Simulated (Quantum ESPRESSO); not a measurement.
# MnO2: parallel and opposed starts, part 2 of 2

A self-consistent run ends on one state, which hangs on the start. Several orders of MnO2 are started in Quantum ESPRESSO and their energies compared.

Quantum ESPRESSO 7.5; LDA; plane waves with GBRV 1.5 LDA potentials, no spin-orbit coupling.

So far, largest spin moment in the atom's sphere (μB): step 2 (start 1: ferro ++++) 2.47.

**3. Run 2 (antiferro ++−−)**

Contents of pw.in:

```
&CONTROL
  calculation = 'scf'
  prefix = 'pwscf'
  outdir = './tmp'
  pseudo_dir = './pseudo'
  disk_io = 'nowf'
/
&SYSTEM
  ibrav = 0
  nat = 12
  ntyp = 3
  ecutwfc = 40
  ecutrho = 280
  nbnd = 70
  occupations = 'smearing'
  smearing = 'fd'
  degauss = 0.00367493
  nspin = 2
  starting_magnetization(1) = 0.3
  starting_magnetization(2) = -0.3
  starting_magnetization(3) = 0
/
&ELECTRONS
  conv_thr = 2.4d-08
  electron_maxstep = 150
  mixing_beta = 0.3
/
ATOMIC_SPECIES
Mn1    54.9380 mn_lda_v1.5.uspp.F.UPF
Mn2    54.9380 mn_lda_v1.5.uspp.F.UPF
O      15.9990 o_lda_v1.2.uspp.F.UPF
CELL_PARAMETERS angstrom
   0.0000000000    4.0199925062    4.0199925062
   4.0199925062    0.0000000000    4.0199925062
   4.0199925062    4.0199925062    0.0000000000
ATOMIC_POSITIONS crystal
Mn1     0.6250000000    0.1250000000    0.6250000000
Mn1     0.1250000000    0.6250000000    0.6250000000
Mn2     0.6250000000    0.6250000000    0.1250000000
Mn2     0.6250000000    0.6250000000    0.6250000000
O       0.8328612900    0.3890462400    0.3890462400
O       0.3890462400    0.8328612900    0.3890462400
O       0.3890462400    0.3890462400    0.3890462400
O       0.3890462400    0.3890462400    0.8328612900
O       0.8609537600    0.4171387100    0.8609537600
O       0.4171387100    0.8609537600    0.8609537600
O       0.8609537600    0.8609537600    0.4171387100
O       0.8609537600    0.8609537600    0.8609537600
K_POINTS automatic
4 4 4 0 0 0
```

The run is started by

```bash
$ OMP_NUM_THREADS=1 mpirun -n 4 pw.x -nk 4 -in pw.in > pw.out
```

What it wrote:

```text
[banner, memory and clock lines left out]
Program PWSCF v.7.5 starts

     Message from routine setup:
     using ibrav=0 with symmetry is DISCOURAGED, use correct ibrav instead

     bravais-lattice index     =            0
     lattice parameter (alat)  =      10.7433  a.u.
     unit-cell volume          =     876.8036 (a.u.)^3
     number of atoms/cell      =           12
     number of atomic types    =            3
     number of electrons       =       108.00
     number of Kohn-Sham states=           70
     kinetic-energy cutoff     =      40.0000  Ry
     charge density cutoff     =     280.0000  Ry
     scf convergence threshold =      2.4E-08
     mixing beta               =       0.3000
     number of iterations used =            8  plain     mixing
     Exchange-correlation= SLA  PZ   NOGX NOGC
                           (   1   1   0   0   0   0   0)

     celldm(1)=  10.743335  celldm(2)=   0.000000  celldm(3)=   0.000000
     celldm(4)=   0.000000  celldm(5)=   0.000000  celldm(6)=   0.000000

     crystal axes: (cart. coord. in units of alat)
               a(1) = (   0.000000   0.707107   0.707107 )
               a(2) = (   0.707107   0.000000   0.707107 )
               a(3) = (   0.707107   0.707107   0.000000 )

     reciprocal axes: (cart. coord. in units 2 pi/alat)
               b(1) = ( -0.707107  0.707107  0.707107 )
               b(2) = (  0.707107 -0.707107  0.707107 )
               b(3) = (  0.707107  0.707107 -0.707107 )

     PseudoPot. # 1 for Mn read from file:
     mn_lda_v1.5.uspp.F.UPF
     Pseudo is Ultrasoft + core correction, Zval = 15.0

     PseudoPot. # 2 for Mn read from file:
     mn_lda_v1.5.uspp.F.UPF
     Pseudo is Ultrasoft + core correction, Zval = 15.0

     PseudoPot. # 3 for O  read from file:
     o_lda_v1.2.uspp.F.UPF
     Pseudo is Ultrasoft + core correction, Zval =  6.0

     atomic species   valence    mass     pseudopotential
     Mn1              15.00    54.93800     Mn( 1.00)
     Mn2              15.00    54.93800     Mn( 1.00)
     O                 6.00    15.99900     O ( 1.00)

     Starting magnetic structure
     atomic species   magnetization
     Mn1             0.300
     Mn2            -0.300
     O               0.000

      8 Sym. Ops., with inversion, found ( 4 have fractional translation)

   Cartesian axes

     site n.     atom                  positions (alat units)
         1        Mn1    tau(   1) = (   0.5303301   0.8838835   0.5303301  )
         2        Mn1    tau(   2) = (   0.8838835   0.5303301   0.5303301  )
         3        Mn2    tau(   3) = (   0.5303301   0.5303301   0.8838835  )
         4        Mn2    tau(   4) = (   0.8838835   0.8838835   0.8838835  )
         5        O      tau(   5) = (   0.5501945   0.8640191   0.8640191  )
         6        O      tau(   6) = (   0.8640191   0.5501945   0.8640191  )
         7        O      tau(   7) = (   0.5501945   0.5501945   0.5501945  )
         8        O      tau(   8) = (   0.8640191   0.8640191   0.5501945  )
         9        O      tau(   9) = (   0.9037479   1.2175725   0.9037479  )
        10        O      tau(  10) = (   1.2175725   0.9037479   0.9037479  )
        11        O      tau(  11) = (   0.9037479   0.9037479   1.2175725  )
        12        O      tau(  12) = (   1.2175725   1.2175725   1.2175725  )

     number of k points=    18  Fermi-Dirac smearing, width (Ry)=  0.0037
                       cart. coord. in units 2pi/alat
        k(    1) = (   0.0000000   0.0000000   0.0000000), wk =   0.0156250
        k(    2) = (   0.1767767   0.1767767  -0.1767767), wk =   0.0625000
        k(    3) = (  -0.3535534  -0.3535534   0.3535534), wk =   0.0312500
        k(    4) = (   0.3535534   0.0000000   0.0000000), wk =   0.0625000
        k(    5) = (  -0.1767767  -0.5303301   0.5303301), wk =   0.1250000
        [... 13 further k-points ...]

     Dense  grid:    69473 G-vectors     FFT dimensions: (  60,  60,  60)

     Smooth grid:    29939 G-vectors     FFT dimensions: (  48,  48,  48)

     Check: negative core charge=   -0.000041
     Generating pointlists ...
     new r_m :   0.1381 (alat units)  1.4840 (a.u.) for type    1
     new r_m :   0.1381 (alat units)  1.4840 (a.u.) for type    2
     new r_m :   0.1381 (alat units)  1.4840 (a.u.) for type    3

     Initial potential from superposition of free atoms

     starting charge     105.9997, renormalised to     108.0000
     Starting wfcs are   84 randomized atomic wfcs

     Self-consistent Calculation

     iteration #  1     ecut=    40.00 Ry     beta= 0.30
     Davidson diagonalization with overlap
     ethr =  1.00E-02,  avg # of iterations =  2.5

     total energy              =   -1100.75188778 Ry
     estimated scf accuracy    <       9.35663168 Ry

     total magnetization       =     0.00 Bohr mag/cell
     absolute magnetization    =    11.93 Bohr mag/cell

     iteration #  2     ecut=    40.00 Ry     beta= 0.30
     Davidson diagonalization with overlap
     ethr =  8.66E-03,  avg # of iterations =  2.0

     total energy              =   -1101.38116983 Ry
     estimated scf accuracy    <      11.20774954 Ry

     total magnetization       =    -0.00 Bohr mag/cell
     absolute magnetization    =    10.00 Bohr mag/cell

     [... further iterations left out ...]

     iteration # 13     ecut=    40.00 Ry     beta= 0.30
     Davidson diagonalization with overlap
     ethr =  7.78E-10,  avg # of iterations =  2.0

     total energy              =   -1103.27602229 Ry
     estimated scf accuracy    <       0.00000003 Ry

     total magnetization       =    -0.00 Bohr mag/cell
     absolute magnetization    =    11.65 Bohr mag/cell

     iteration # 14     ecut=    40.00 Ry     beta= 0.30
     Davidson diagonalization with overlap
     ethr =  2.90E-11,  avg # of iterations =  2.0

     Magnetic moment per site  (integrated on atomic sphere of radius R)
     atom   1 (R=0.138)  charge= 11.7486  magn=  2.3458
     atom   2 (R=0.138)  charge= 11.7486  magn=  2.3458
     atom   3 (R=0.138)  charge= 11.7486  magn= -2.3458
     atom   4 (R=0.138)  charge= 11.7486  magn= -2.3458
     atom   5 (R=0.138)  charge=  5.2089  magn= -0.0059
     atom   6 (R=0.138)  charge=  5.2089  magn= -0.0059
     atom   7 (R=0.138)  charge=  5.2089  magn=  0.0059
     atom   8 (R=0.138)  charge=  5.2089  magn=  0.0059
     atom   9 (R=0.138)  charge=  5.2089  magn= -0.0059
     atom  10 (R=0.138)  charge=  5.2089  magn= -0.0059
     atom  11 (R=0.138)  charge=  5.2089  magn=  0.0059
     atom  12 (R=0.138)  charge=  5.2089  magn=  0.0059

     End of self-consistent calculation

     [... lines left out ...]
     the Fermi energy is     7.7031 ev

!    total energy              =   -1103.27602232 Ry
     estimated scf accuracy    <          8.4E-09 Ry
     smearing contrib. (-TS)   =      -0.00000651 Ry
     internal energy E=F+TS    =   -1103.27601581 Ry

     The total energy is F=E-TS. E is the sum of the following terms:
     one-electron contribution =    -775.65752944 Ry
     hartree contribution      =     431.11901915 Ry
     xc contribution           =    -161.69477705 Ry
     ewald contribution        =    -597.04272848 Ry

     total magnetization       =    -0.00 Bohr mag/cell
     absolute magnetization    =    11.65 Bohr mag/cell

     convergence has been achieved in  14 iterations
```

Run time: 85 s. Hardware: 4 MPI ranks of Arm Neoverse V1, shared host; peak memory 0.84 GiB; 5.6 min of CPU time.

Spin moment in the atom's sphere by atom:

```
atom  spin moment in the atom's sphere (μB)
 Mn1                                   2.35
 Mn2                                   2.35
 Mn3                                  -2.35
 Mn4                                  -2.35
  O5                                  -0.01
  O6                                  -0.01
  O7                                   0.01
  O8                                   0.01
  O9                                  -0.01
 O10                                  -0.01
 O11                                   0.01
 O12                                   0.01
```

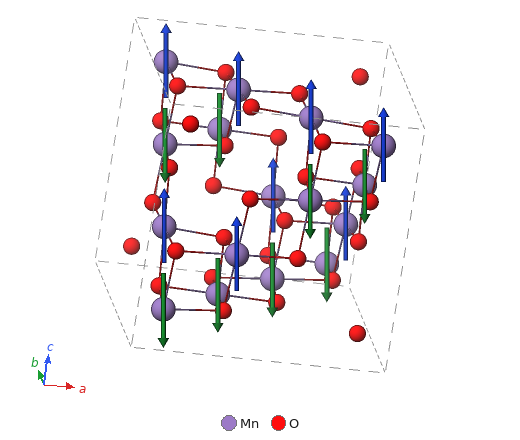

Spin moment in the atom's sphere as arrows, the longest 2.35 μB. Up and down stand for the sign. Arrows give size and sign along the axis of quantisation, drawn up and down the page. The two directions have two colours. Bonds to atoms that aren't drawn are left out.

This step gave:

```yaml
smearing_term_ts: 8.85e-5 eV
magnetization: 0 μB
absolute_magnetization: 11.65 μB
final_state: antiferromagnetic
```

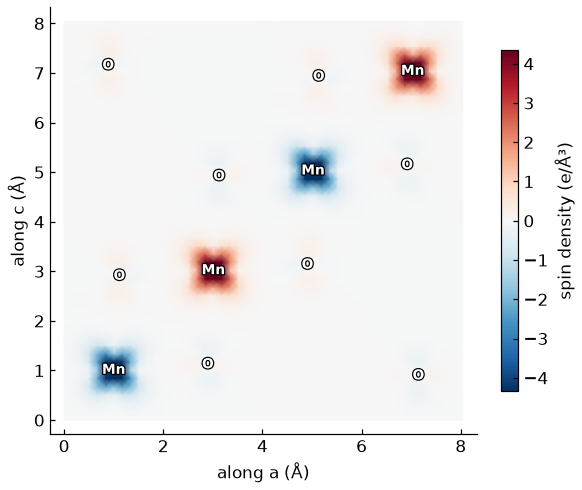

Spin density in the ac plane of the conventional cell at fractional y = 0.125, with atoms of Mn and O within 0.2 Å of it.

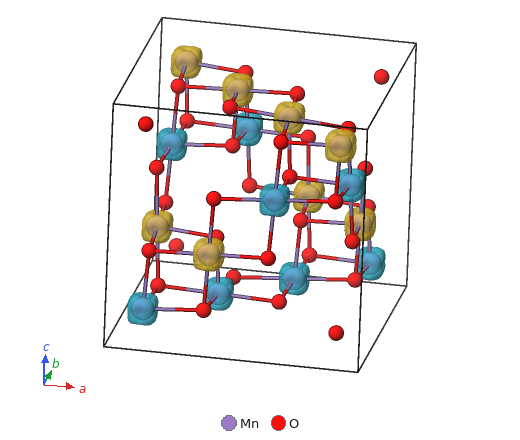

Surfaces of spin density = ±1.3 e/Å³, which hold about 50 % of the integral of its size. The two colours are the two signs. Bonds to atoms that aren't drawn are left out.

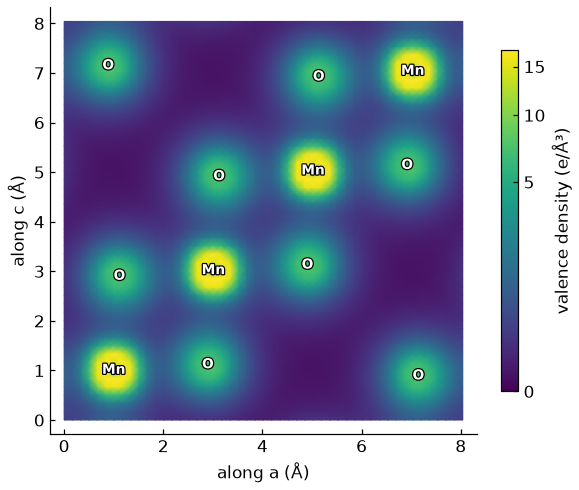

Valence density in the ac plane of the conventional cell at fractional y = 0.125, with atoms of Mn and O within 0.2 Å of it. It is the smooth field of the valence electrons, not physical close to the nuclei. The colour scale is stretched toward low values.

**4. Run 3, typed as ferri +++−**

pw.in: that of step 3 with these lines changed.

```diff
@@ -13,3 +13,3 @@
   ecutrho = 280
-  nbnd = 70
+  nbnd = 74
   occupations = 'smearing'
@@ -38,3 +38,3 @@
 Mn1     0.1250000000    0.6250000000    0.6250000000
-Mn2     0.6250000000    0.6250000000    0.1250000000
+Mn1     0.6250000000    0.6250000000    0.1250000000
 Mn2     0.6250000000    0.6250000000    0.6250000000
```

What it wrote:

```text
     [... lines left out ...]
Program PWSCF v.7.5 starts
     [... lines left out ...]
     number of atoms/cell      =           12
     [... lines left out ...]
     number of electrons       =       108.00
     number of Kohn-Sham states=           74
     kinetic-energy cutoff     =      40.0000  Ry
     charge density cutoff     =     280.0000  Ry
     scf convergence threshold =      2.4E-08
     [... lines left out ...]
     12 Sym. Ops., with inversion, found ( 6 have fractional translation)
     [... lines left out ...]
     number of k points=    13  Fermi-Dirac smearing, width (Ry)=  0.0037
     [... lines left out ...]
     iteration # 15     ecut=    40.00 Ry     beta= 0.30
     [... lines left out ...]
     Magnetic moment per site  (integrated on atomic sphere of radius R)
     atom   1 (R=0.138)  charge= 11.7493  magn=  2.4119
     atom   2 (R=0.138)  charge= 11.7493  magn=  2.4119
     atom   3 (R=0.138)  charge= 11.7493  magn=  2.4119
     atom   4 (R=0.138)  charge= 11.7465  magn= -2.2619
     atom   5 (R=0.138)  charge=  5.2090  magn=  0.0268
     atom   6 (R=0.138)  charge=  5.2090  magn=  0.0268
     atom   7 (R=0.138)  charge=  5.2097  magn=  0.0333
     atom   8 (R=0.138)  charge=  5.2090  magn=  0.0268
     atom   9 (R=0.138)  charge=  5.2090  magn=  0.0268
     atom  10 (R=0.138)  charge=  5.2090  magn=  0.0268
     atom  11 (R=0.138)  charge=  5.2090  magn=  0.0268
     atom  12 (R=0.138)  charge=  5.2097  magn=  0.0333
     [... lines left out ...]
     the Fermi energy is     7.6802 ev
!    total energy              =   -1103.27617536 Ry
     estimated scf accuracy    <       0.00000001 Ry
     smearing contrib. (-TS)   =      -0.00001690 Ry
     [... lines left out ...]
     total magnetization       =     6.00 Bohr mag/cell
     absolute magnetization    =    11.70 Bohr mag/cell
     convergence has been achieved in  15 iterations
```

Elapsed: 80 s, on 4 MPI ranks; peak memory 0.82 GiB; 5.3 min of CPU time.

Spin moment in the atom's sphere by atom:

```
atom  spin moment in the atom's sphere (μB)
 Mn1                                   2.41
 Mn2                                   2.41
 Mn3                                   2.41
 Mn4                                  -2.26
  O5                                   0.03
  O6                                   0.03
  O7                                   0.03
  O8                                   0.03
  O9                                   0.03
 O10                                   0.03
 O11                                   0.03
 O12                                   0.03
```

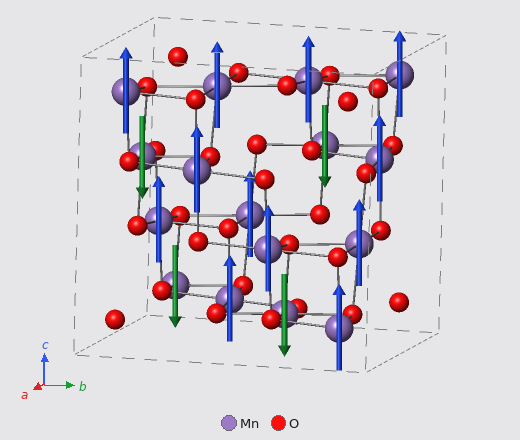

Spin moment in the atom's sphere as arrows, the longest 2.41 μB. Up and down stand for the sign. Arrows give size and sign along the axis of quantisation, drawn up and down the page. The two directions have two colours. Bonds to atoms that aren't drawn are left out.

Read from the output:

```
smearing term TS       : 2.30e-4 eV
magnetization          : 5.999 μB
absolute magnetization : 11.70 μB
final state            : ferrimagnetic
```

**5. Ranking**

An order is kept where moments of 0.15 μB or more survive with the typed signs; meshes match where a doubled cell samples the same k points as the first cell.

Ferrimagnetic means that a moment over 0.15 μB on a transition or rare-earth metal, induced ones included, opposes the net moment. Orders:

```
         start        final state  typed order kept  energy over the lowest (meV a seeded atom)  largest site moment (μB)  net moment (μB a cell of the first run)  mesh matched  CPU time (s)
    ferro ++++      ferromagnetic               yes                                         8.4                     2.466                                    11.95           yes           179
antiferro ++--  antiferromagnetic               yes                                      0.5206                     2.346                                        0           yes         337.8
    ferri +++-      ferrimagnetic               yes                                           0                     2.412                                    5.999           yes         317.9
```

**6. Outcome**

```json
{
  "lowest state found": "ferrimagnetic (from ferri +++-)",
  "largest site moment": "2.41 μB",
  "next state with moments": "antiferromagnetic, 0.521 meV a seeded atom higher"
}
```

What this shows: The two lowest states lie so close that the mesh, the smearing, the functional or spin–orbit coupling could swap them. This is the lowest of 3 collinear or spinless starts, no proof of the ground state. No Hubbard term acts here. In such compounds local and semilocal functionals without one often delocalise the d electrons, and can shrink or lose moments and miss the size, sign and order of the couplings.

[Logs and program files are shortened in this print: banners, set-up blocks, solver, clock and traceback lines can be left out without a mark of their own.]

[Logs are printed without paths, hosts, clocks, repeated set-up lines and the standing remarks that a program may print on its own settings, such as how far it seeks lower states.]

[Hosts, paths, dates, database ids (printed as entryN), source tags and the programs' standing remarks are cut or masked in the printed files.]

[Where a cell is said to come from a database of computed structures, the database is the Materials Project.]
